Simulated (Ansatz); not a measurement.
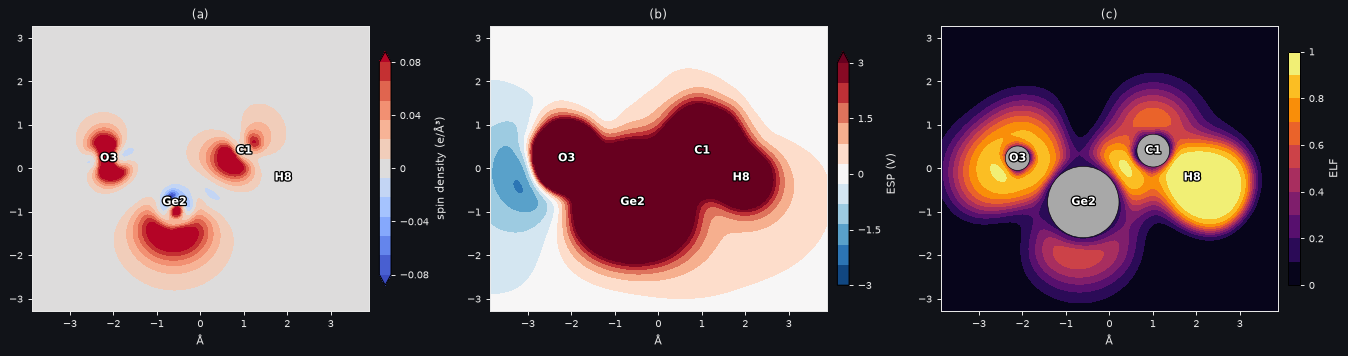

*CH₅GeO (doublet). (a) spin density; (b) molecular electrostatic potential; (c) ELF on the plane of atoms C1, Ge2 and O3. Grey discs cover the atomic cores in the ELF map.*

Geometry: B3LYP/6-31G*.

The calculation used isolated molecule in a Gaussian basis; Kohn-Sham density functional theory, functional PBE0 in Ansatz 0.2.0.

```
atom    x (Å)    y (Å)    z (Å)
   C  -0.3500  -1.1525  -0.7721
  Ge  -0.2902   0.5956   0.1903
   O   1.1260   1.5770  -0.3896
   H   1.0659   1.7222  -1.3472
   H  -0.5659  -1.0117  -1.8342
   H   0.0788   0.3721   1.6969
   H   0.6185  -1.6505  -0.6574
   H  -1.1338  -1.7741  -0.3289
```

What do the fields say about this system?

- The plane passes through C, Ge, O and H nuclei.
- Ge–O (1.82 Å): the ELF peaks at about 0.85 in the valence shell of O, 0.6 Å from its nucleus, and is about 0.35 at the midpoint.
- C–Ge (2.00 Å): the ELF peaks at about 0.90 in the valence shell of C, 0.7 Å from its nucleus, and is about 0.70 at the midpoint.
- C–H (1.09 Å): the ELF climbs to about 1 towards the hydrogen, as it does in any bond to H (an ordinary covalent bond to hydrogen).
- The ELF also peaks beside O3, away from the bonds: non-bonding electrons, paired or unpaired.
- The unpaired spin (1 electron) lies mostly on Ge2 (about 0.7), O3 (about 0.1), C1 (about 0.1) and H6 (about 0.1), in electrons by Hirshfeld's partition.
- Outside the dense part of the molecule the potential is most negative (−2.0 V) near O3.
